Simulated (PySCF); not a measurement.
# H6NdO3 (Nd(H2O)33+): the cost of one run

Method: PBE0, Nd lcecp-1-SVP with ECP49, O def2-SVP, H def2-SVP; scalar-relativistic core potentials, no spin–orbit coupling; program: PySCF 2.14.0.

4 further runs of the same task are left out: 2 for a known fault of the program, 2 that didn't finish.

## Step 1: The starting structure

10 atoms, charge 3, spin multiplicity 1.

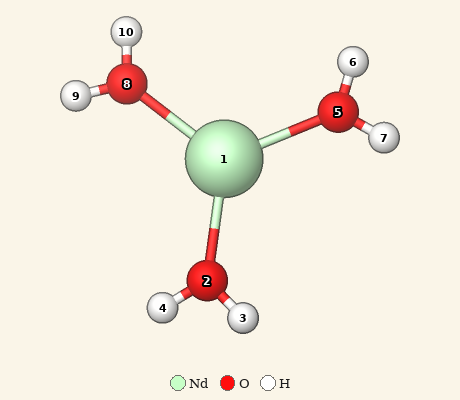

The structure; neodymium light green, oxygen red, hydrogen white; atoms are numbered from 1 in the order of the file.

As a file:

```xyz
10
H6NdO3
Nd    0.0000    0.0000    0.0000
O     2.3218    0.0000    0.0000
H     2.9376    0.7691    0.0659
H     2.9376   -0.7691   -0.0659
O    -1.1609    2.0107    0.0000
H    -2.1349    2.1595    0.0659
H    -0.8028    2.9286   -0.0659
O    -1.1609   -2.0107    0.0000
H    -0.8027   -2.9286    0.0659
H    -2.1348   -2.1595   -0.0659
```

Formal oxidation states: Nd +3. Each metal's 3 4f electrons lie in its core potential, so multiplicities, spins and levels count the valence alone. An earlier session relaxed this geometry at PBE0, Nd lcecp-1-SVP with ECP49, O def2-SVP, H def2-SVP (singlet, point group D3).

Its energy there is -261.725319 Eh.

## Step 2: Atoms moved at random, σ = 0.03 Å

File run.py (the lines that set the calculation):

```python
mol = gto.M(atom='''
Nd     0.00623     0.00220    -0.01619
O      2.30775     0.03504    -0.02156
H      2.99130     0.79842     0.07122
H      2.97710    -0.75053    -0.05716
O     -1.13845     1.99640     0.03840
H     -2.17453     2.14586     0.10284
H     -0.82142     2.93694    -0.09901
O     -1.18175    -2.01475     0.01601
H     -0.79241    -2.94536     0.01391
H     -2.17382    -2.20422    -0.04847''',
    basis={'Nd': 'lcecp-1-SVP', 'O': 'def2-SVP', 'H': 'def2-SVP'},
    ecp={'Nd': 'lcecp-1-SVP'},
    charge=3, spin=0)
mf = dft.RKS(mol, xc='PBE0')
mf.grids.atom_grid = (50, 194)  # f atoms: unpruned, at least (60, 302)
mf = mf.density_fit()  # fitting sets: Nd AutoAux, O def2-universal-JKFIT, H def2-universal-JKFIT
mf.conv_tol = 1e-08; mf.max_cycle = 55
mf.kernel(dm0)  # dm0: the density of the relaxed state
```

The run is started by

```console
> OMP_NUM_THREADS=2 python run.py
```

**Question.** How long does this run take on 2 threads of Arm Neoverse V1, shared host?

About 4.3 s.
